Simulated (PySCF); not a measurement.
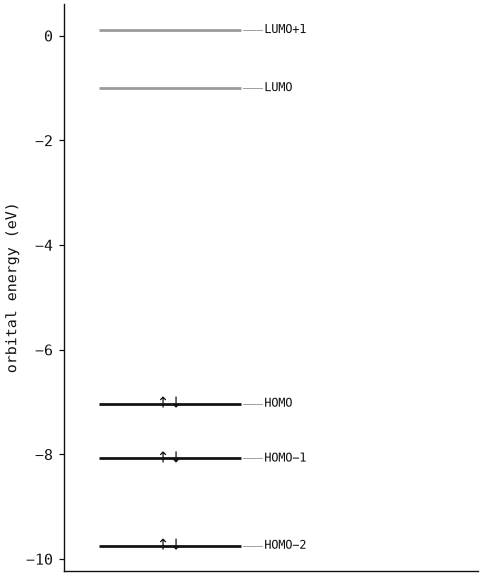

Kohn-Sham orbital energies near the frontier, PBE0/def2-SVPD in PySCF, at a GFN2-xTB geometry (no frequency check), isolated molecule; empty levels in grey, levels within 0.03 eV side by side.

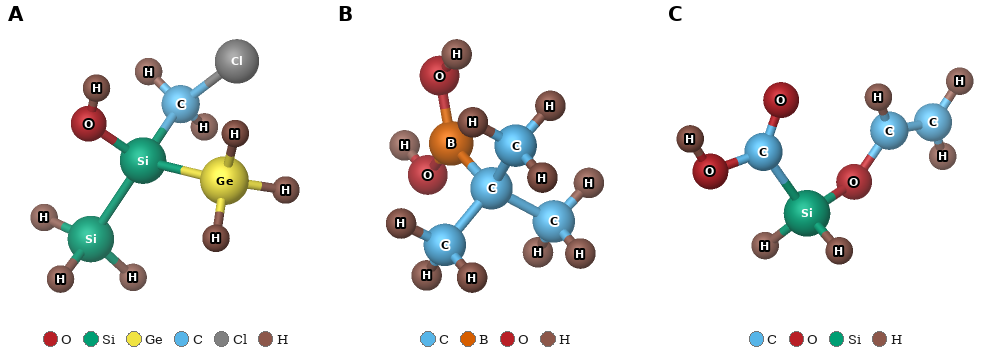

**Which molecule has this level scheme? Choose among the lettered structures.**

Structure C, C₃H₆O₃Si, SMILES C=CO[SiH2]C(=O)O. HOMO −7.03 eV, LUMO −1.00 eV, separation 6.03 eV.

Caveats: the tight-binding geometry is rougher than a DFT one and adds to the error; one conformer of a flexible molecule; empty levels above zero depend strongly on the basis.
